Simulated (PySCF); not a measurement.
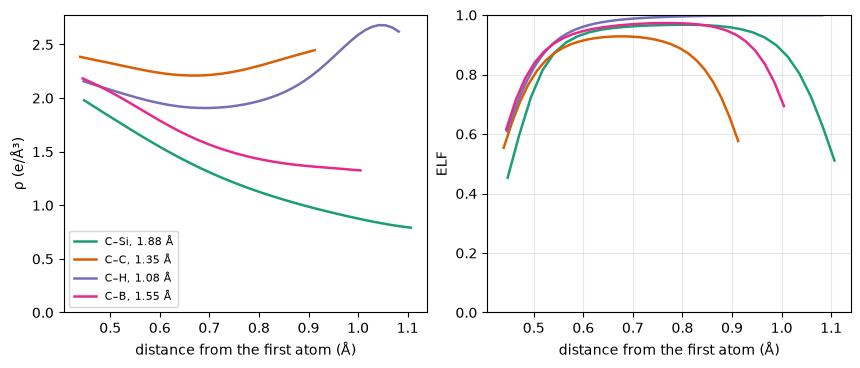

Figure. C₆H₁₁BSi. Electron density and ELF along straight lines between neighbouring atoms. The curves leave out the atomic cores.

Geometry: GFN2-xTB.

Computed with PySCF 2.14.0, PBE0/pcSseg-1, SCF density, gas phase, non-relativistic.

Input file:

```
{"job": {"kind": "nmr", "xc": "PBE0", "basis": "pcSseg-1"}, "charge": 0, "multiplicity": 1}
B      2.611455     0.489773    -0.781167
C      1.117513     0.387672    -0.397642
C      0.272555     1.429285    -0.565435
Si    -1.545620     1.292832    -0.092578
C     -1.505393    -0.499210     0.526424
C     -0.741114    -1.328882    -0.517049
C      0.560659    -0.890557     0.180236
C     -0.282031    -0.641125     1.445361
H      3.030564     1.486013    -1.228856
H      3.330399    -0.421226    -0.628117
H      0.667714     2.347619    -0.979293
H     -2.424945     1.445707    -1.257179
H     -1.901598     2.230220     0.978502
H     -2.443360    -0.915755     0.891782
H     -0.916415    -2.399808    -0.413573
H     -0.846884    -1.048371    -1.565290
H      1.340225    -1.648662     0.263596
H     -0.000510     0.219477     2.052580
H     -0.333018    -1.525752     2.080237
```

Launched as:

```sh
OMP_NUM_THREADS=1 python probes_run.py task.json out
```

> What can be read from the curves?

C–Si (1.88 Å): ρ at the midpoint is about 0.94 e/Å³; the ELF peaks at about 0.95 between the atoms, as expected for localised, covalent bonding.
C–C (1.35 Å): ρ at the midpoint is about 2.2 e/Å³; the ELF peaks at about 0.95 between the atoms; a covalent bond.
C–H (1.08 Å): ρ at the midpoint is about 2 e/Å³; the ELF climbs to about 1 towards the hydrogen, as it does in any bond to H (a covalent bond by its length).
C–B (1.55 Å): ρ at the midpoint is about 1.5 e/Å³; the ELF peaks at about 1 between the atoms, as expected for localised, covalent bonding.
